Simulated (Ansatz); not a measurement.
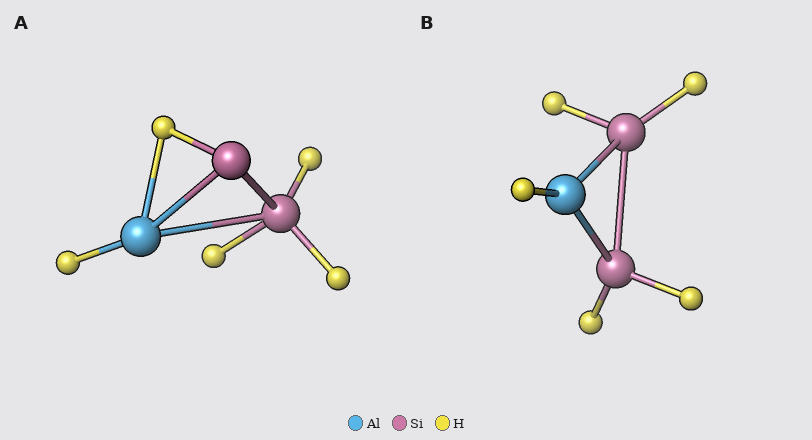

2 stationary structures of one formula. Geometries: PBE-D4/def2-SVP. Electronic energies: PBE-D4/def2-SVP (Ansatz 0.2.0), without zero-point energy. No frequency run is at hand to confirm each as a minimum. Each is one conformer, not always the lowest.

**Which is lowest in energy, and by how much?**

A is lowest (C1); B lies 0.120 eV above it.
